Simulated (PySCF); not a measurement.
**Run report: C7H16Ge, geometry relaxation (part 1 of 2)**

- system: C7H16Ge
- method: PBE0-D3(BJ)/def2-SVP geometry optimisation, gas phase (PySCF 2.14.0)

It belongs to a series of runs on one base structure; here: constitutional isomer.

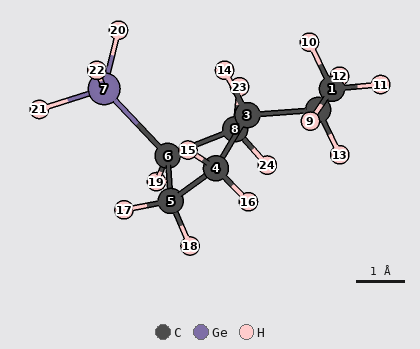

**Figure 1.** The input geometry (ball-and-stick view, seen at a tilt; atoms are numbered from 1 in the order of the input). Sticks mark near contacts. Bond lengths as drawn: C–C 1.50 to 1.57 Å, C–Ge 1.98 Å, C–H 1.06 to 1.11 Å and Ge–H 1.48 to 1.52 Å.

### Input
```
{"job": {"xc": "PBE0", "basis": "def2-SVP", "d3": "d3bj", "grid": 1, "shake": 0.01, "kind": "geom"}, "charge": 0, "multiplicity": 1}
C      2.929850     0.857050    -0.054340
C      1.966920    -0.114820    -0.738590
C      0.494180     0.099100    -0.349110
C      0.243900    -0.229130     1.130070
C     -1.123120    -1.005640     1.127980
C     -1.706240    -0.777240    -0.260710
Ge    -2.694570     0.930230    -0.377650
C     -0.440100    -0.770000    -1.136950
H      2.852970     0.794320     1.042790
H      2.638260     1.899850    -0.317160
H      3.929010     0.704460    -0.357420
H      2.067340    -0.001850    -1.813910
H      2.241640    -1.120160    -0.489170
H      0.235450     1.153040    -0.524490
H      0.134330     0.669010     1.728280
H      1.004660    -0.830240     1.568350
H     -1.788330    -0.641530     1.925920
H     -0.949070    -2.058370     1.305460
H     -2.382010    -1.602340    -0.532620
H     -2.748860     1.474730    -1.772160
H     -4.147400     0.763810     0.037990
H     -2.133960     1.986880     0.488990
H     -0.630440    -0.376270    -2.157530
H     -0.058710    -1.785270    -1.228410
```

The first line tells a small driver script what to run in PySCF; the rest is the geometry in Å.

Run as:
```bash
OMP_NUM_THREADS=1 python <driver script> task.json out
```

### Log
```
step   0  E = -2352.33102767  max force = 0.042027
step   1  E = -2352.34084204  max force = 0.009315
step   2  E = -2352.34132521  max force = 0.002020
step   3  E = -2352.34135161  max force = 0.000218
step   4  E = -2352.34136237  max force = 0.000545
step   5  E = -2352.34137638  max force = 0.000791
step   6  E = -2352.34139404  max force = 0.000614
step   7  E = -2352.34141925  max force = 0.000377
step   8  E = -2352.34143600  max force = 0.000571
step   9  E = -2352.34145301  max force = 0.000574
step  10  E = -2352.34148065  max force = 0.000442
step  11  E = -2352.34148203  max force = 0.000282
optimisation converged
```

### Trajectory as extended XYZ (Å, eV, eV/Å), 12 frames, from step=0 to step=11
```
24
Properties=species:S:1:pos:R:3:forces:R:3 step=0 energy=-64010.18764
C     2.9299    0.8570   -0.0543   -2.1585   0.6724   0.2535
C     1.9669   -0.1148   -0.7386   -0.3465   1.4589   0.4367
C     0.4942    0.0991   -0.3491    1.7170  -0.0714   0.2010
C     0.2439   -0.2291    1.1301   -2.1611   0.0263  -0.6500
C    -1.1231   -1.0056    1.1280    0.3774   1.1743   0.3656
C    -1.7062   -0.7772   -0.2607    0.1504  -0.2827  -0.3398
Ge   -2.6946    0.9302   -0.3776   -0.4150  -1.0315  -0.1539
C    -0.4401   -0.7700   -1.1369   -1.2993   0.5249  -0.3563
H     2.8530    0.7943    1.0428    0.1440  -0.1054  -0.0124
H     2.6383    1.8999   -0.3172    0.2249  -0.2998   0.0666
H     3.9290    0.7045   -0.3574    1.6273  -0.2577  -0.3912
H     2.0673   -0.0019   -1.8139    0.0718  -0.0369  -0.6143
H     2.2416   -1.1202   -0.4892    0.2424  -1.1382   0.1686
H     0.2354    1.1530   -0.5245   -0.0074   0.1723  -0.0865
H     0.1343    0.6690    1.7283    0.1538   0.4565   0.2908
H     1.0047   -0.8302    1.5683    1.0547  -0.7006   0.4500
H    -1.7883   -0.6415    1.9259   -0.0003  -0.1443   0.1202
H    -0.9491   -2.0584    1.3055    0.0547  -0.7085   0.0578
H    -2.3820   -1.6023   -0.5326   -0.1842   0.1330  -0.1023
H    -2.7489    1.4747   -1.7722    0.1237   0.2090  -0.8532
H    -4.1474    0.7638    0.0380   -0.3862  -0.1868   0.2075
H    -2.1340    1.9869    0.4890    0.6136   0.8168   0.7964
H    -0.6304   -0.3763   -2.1575    0.1508  -0.1947   0.1978
H    -0.0587   -1.7853   -1.2284    0.2522  -0.4859  -0.0527
24
Properties=species:S:1:pos:R:3:forces:R:3 step=1 energy=-64010.45470
C     2.8140    1.2890    0.0081    0.4790  -0.0231  -0.1685
C     1.8726    0.3403   -0.7093    0.0159  -0.3117  -0.0164
C     0.4104    0.5256   -0.3332   -0.2207   0.0394  -0.0544
C     0.0653    0.1977    1.1373    0.2437  -0.1514   0.2103
C    -1.2699   -0.5753    1.1221    0.0449  -0.1352   0.0043
C    -1.8358   -0.3737   -0.2920   -0.0415  -0.0007  -0.0198
Ge   -2.9090    1.2801   -0.4143    0.0741   0.2784   0.0225
C    -0.5681   -0.3342   -1.1444    0.1396  -0.0575   0.0098
H     2.7789    1.1521    1.0975   -0.0195  -0.0149   0.0954
H     2.5601    2.3390   -0.2003   -0.0376   0.0564  -0.0118
H     3.8696    1.1381   -0.3095   -0.3611   0.0302   0.1099
H     1.9844    0.4578   -1.8032   -0.0198   0.0171   0.0685
H     2.1557   -0.7126   -0.4883   -0.0227   0.2030  -0.0597
H     0.1468    1.5847   -0.5189    0.0295  -0.0159   0.0009
H    -0.0083    1.1140    1.7417    0.0191   0.0016   0.0046
H     0.8679   -0.4154    1.6001   -0.2081   0.1503  -0.1061
H    -1.9536   -0.2561    1.9231   -0.0234   0.0128   0.0312
H    -1.0876   -1.6546    1.2876   -0.0042   0.1293  -0.0342
H    -2.5072   -1.1960   -0.5874   -0.0004   0.0091   0.0009
H    -2.9481    1.8134   -1.8773   -0.0023  -0.0846   0.2230
H    -4.3602    1.0216    0.0660    0.1335   0.0065  -0.0392
H    -2.2919    2.3881    0.5021   -0.1513  -0.2150  -0.2094
H    -0.7152    0.0480   -2.1654   -0.0295  -0.0008  -0.0557
H    -0.1598   -1.3612   -1.2370   -0.0374   0.0768  -0.0062
24
Properties=species:S:1:pos:R:3:forces:R:3 step=2 energy=-64010.46785
C     2.8160    1.2859    0.0088    0.1039   0.0156  -0.0265
C     1.8682    0.3402   -0.7101    0.0055  -0.0615   0.0150
C     0.4059    0.5286   -0.3313   -0.0407   0.0167  -0.0273
C     0.0692    0.1981    1.1423    0.0400  -0.0224   0.0306
C    -1.2658   -0.5741    1.1247   -0.0169  -0.0247  -0.0022
C    -1.8333   -0.3721   -0.2903   -0.0320  -0.0088   0.0132
Ge   -2.9051    1.2791   -0.4166    0.0360   0.0466   0.0189
C    -0.5680   -0.3302   -1.1461    0.0505  -0.0068   0.0318
H     2.7819    1.1433    1.1005   -0.0142   0.0049  -0.0018
H     2.5601    2.3386   -0.1950   -0.0110  -0.0083   0.0064
H     3.8606    1.1337   -0.3098   -0.0613  -0.0021   0.0194
H     1.9752    0.4655   -1.8016   -0.0003   0.0210   0.0010
H     2.1528   -0.7080   -0.4986   -0.0026   0.0310  -0.0126
H     0.1460    1.5884   -0.5141    0.0154  -0.0039  -0.0028
H     0.0002    1.1131    1.7494    0.0018   0.0049  -0.0075
H     0.8660   -0.4137    1.5987   -0.0295   0.0183  -0.0260
H    -1.9496   -0.2571    1.9283   -0.0077  -0.0037  -0.0075
H    -1.0814   -1.6498    1.2855    0.0064   0.0098  -0.0050
H    -2.5049   -1.1945   -0.5842   -0.0065   0.0036   0.0016
H    -2.9527    1.7971   -1.8694   -0.0034  -0.0103  -0.0027
H    -4.3451    1.0136    0.0654   -0.0128  -0.0135   0.0087
H    -2.3051    2.3873    0.4780   -0.0145  -0.0153  -0.0242
H    -0.7205    0.0517   -2.1681   -0.0060   0.0007   0.0077
H    -0.1599   -1.3544   -1.2412    0.0001   0.0079  -0.0084
24
Properties=species:S:1:pos:R:3:forces:R:3 step=3 energy=-64010.46857
C     2.8188    1.2858    0.0092    0.0015   0.0057   0.0039
C     1.8688    0.3425   -0.7115   -0.0043  -0.0076   0.0063
C     0.4060    0.5306   -0.3312   -0.0108   0.0009  -0.0054
C     0.0707    0.1979    1.1424   -0.0058   0.0074   0.0099
C    -1.2648   -0.5751    1.1256   -0.0025   0.0020   0.0014
C    -1.8339   -0.3722   -0.2881    0.0051   0.0008   0.0028
Ge   -2.9075    1.2780   -0.4161    0.0021  -0.0039   0.0035
C    -0.5677   -0.3287   -1.1443    0.0090   0.0001   0.0082
H     2.7829    1.1405    1.1005   -0.0055   0.0052  -0.0017
H     2.5620    2.3387   -0.1913   -0.0025  -0.0020   0.0017
H     3.8609    1.1326   -0.3093    0.0062  -0.0060  -0.0015
H     1.9749    0.4738   -1.8023   -0.0027   0.0111  -0.0031
H     2.1540   -0.7054   -0.5050    0.0017  -0.0054  -0.0051
H     0.1477    1.5908   -0.5127    0.0033  -0.0004  -0.0046
H     0.0034    1.1127    1.7499   -0.0021   0.0001  -0.0003
H     0.8672   -0.4141    1.5954    0.0051  -0.0077   0.0000
H    -1.9493   -0.2602    1.9293    0.0014  -0.0017  -0.0008
H    -1.0785   -1.6503    1.2843    0.0053  -0.0044   0.0000
H    -2.5058   -1.1947   -0.5809   -0.0013   0.0042  -0.0072
H    -2.9616    1.7862   -1.8716   -0.0045  -0.0040  -0.0109
H    -4.3454    1.0067    0.0713   -0.0022  -0.0043   0.0054
H    -2.3110    2.3923    0.4687    0.0059   0.0112   0.0022
H    -0.7226    0.0539   -2.1657   -0.0029   0.0006  -0.0009
H    -0.1585   -1.3518   -1.2416    0.0005  -0.0018  -0.0038
24
Properties=species:S:1:pos:R:3:forces:R:3 step=4 energy=-64010.46886
C     2.8185    1.2864    0.0105   -0.0280  -0.0035   0.0096
C     1.8680    0.3455   -0.7133    0.0009   0.0145   0.0003
C     0.4054    0.5325   -0.3316    0.0105  -0.0047   0.0067
C     0.0726    0.1982    1.1426   -0.0132   0.0141  -0.0058
C    -1.2619   -0.5763    1.1264   -0.0047   0.0027  -0.0008
C    -1.8329   -0.3728   -0.2864    0.0112   0.0005   0.0046
Ge   -2.9088    1.2757   -0.4155   -0.0103  -0.0143  -0.0019
C    -0.5676   -0.3274   -1.1441   -0.0084   0.0014   0.0030
H     2.7806    1.1384    1.1014    0.0003   0.0025  -0.0009
H     2.5614    2.3397   -0.1868    0.0031   0.0016  -0.0028
H     3.8601    1.1325   -0.3075    0.0213  -0.0023  -0.0045
H     1.9731    0.4828   -1.8036   -0.0014   0.0040  -0.0010
H     2.1535   -0.7030   -0.5119    0.0021  -0.0114  -0.0032
H     0.1473    1.5928   -0.5121   -0.0033   0.0000  -0.0040
H     0.0053    1.1124    1.7510   -0.0007  -0.0012   0.0003
H     0.8700   -0.4141    1.5929    0.0118  -0.0082   0.0059
H    -1.9462   -0.2637    1.9312    0.0015  -0.0018   0.0009
H    -1.0729   -1.6514    1.2835    0.0000  -0.0052   0.0001
H    -2.5047   -1.1955   -0.5786   -0.0009   0.0026  -0.0093
H    -2.9722    1.7737   -1.8745   -0.0042  -0.0026  -0.0037
H    -4.3436    1.0007    0.0804    0.0030   0.0025   0.0042
H    -2.3119    2.3974    0.4594    0.0076   0.0099   0.0031
H    -0.7251    0.0557   -2.1649    0.0005   0.0012  -0.0004
H    -0.1572   -1.3499   -1.2434    0.0012  -0.0023  -0.0006
24
Properties=species:S:1:pos:R:3:forces:R:3 step=5 energy=-64010.46924
C     2.8181    1.2886    0.0130   -0.0407  -0.0105   0.0094
C     1.8672    0.3524   -0.7170    0.0022   0.0252  -0.0038
C     0.4047    0.5362   -0.3327    0.0248  -0.0067   0.0175
C     0.0757    0.1991    1.1421   -0.0117   0.0069  -0.0176
C    -1.2566   -0.5793    1.1272   -0.0019   0.0016  -0.0004
C    -1.8309   -0.3751   -0.2839    0.0135   0.0035   0.0023
Ge   -2.9133    1.2691   -0.4131   -0.0144  -0.0163  -0.0053
C    -0.5675   -0.3252   -1.1442   -0.0195   0.0024  -0.0061
H     2.7769    1.1362    1.1032    0.0059  -0.0014   0.0002
H     2.5621    2.3430   -0.1795    0.0082   0.0041  -0.0064
H     3.8601    1.1340   -0.3036    0.0189   0.0030  -0.0036
H     1.9709    0.4999   -1.8062   -0.0005  -0.0047   0.0017
H     2.1537   -0.6976   -0.5248    0.0011  -0.0088  -0.0015
H     0.1450    1.5963   -0.5116   -0.0079  -0.0001  -0.0016
H     0.0074    1.1123    1.7520    0.0003  -0.0020   0.0017
H     0.8758   -0.4125    1.5888    0.0081  -0.0020   0.0092
H    -1.9405   -0.2711    1.9339    0.0023  -0.0005   0.0033
H    -1.0630   -1.6541    1.2813   -0.0040  -0.0021   0.0007
H    -2.5021   -1.1985   -0.5757    0.0036  -0.0009  -0.0102
H    -2.9968    1.7491   -1.8776   -0.0040  -0.0002   0.0043
H    -4.3406    0.9906    0.1026    0.0055   0.0078   0.0046
H    -2.3118    2.4041    0.4418    0.0059   0.0024  -0.0005
H    -0.7291    0.0594   -2.1639    0.0037   0.0008  -0.0005
H    -0.1545   -1.3462   -1.2469    0.0005  -0.0015   0.0028
```
